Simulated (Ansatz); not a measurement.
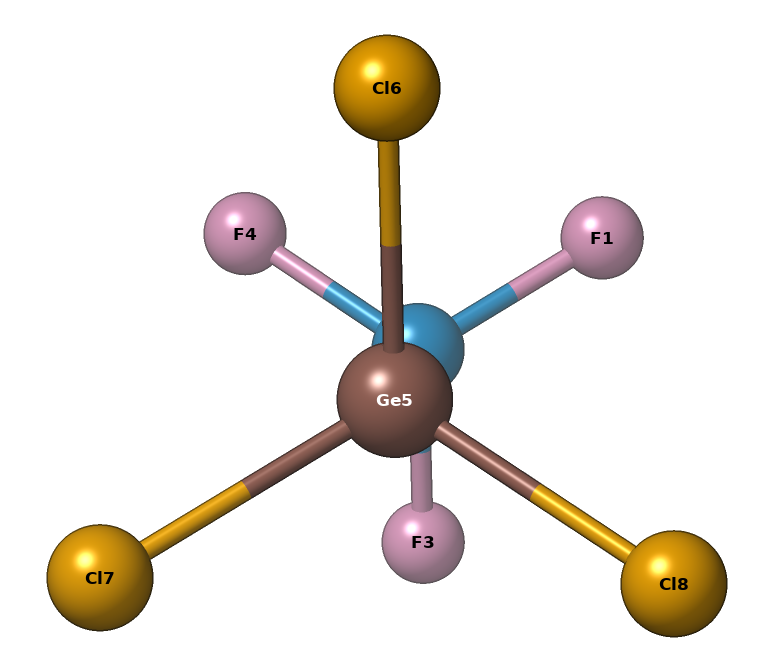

Source: calculation with Ansatz.

C2 lies behind Ge5. The molecule seen nearly along the Ge5–C2 bond, Ge5 in front. Depth is shown by fading: the farther an atom, the more it takes the colour of the background. The species has charge +1 and is a spin doublet. Geometry: the geometry of the neutral molecule.

What is the torsion angle Cl6–Ge5–C2–F1? The sign is positive where the front bond must turn clockwise to cover the back bond.

Answer. 60°, synclinal (gauche). The bonds about Ge5–C2 are staggered.
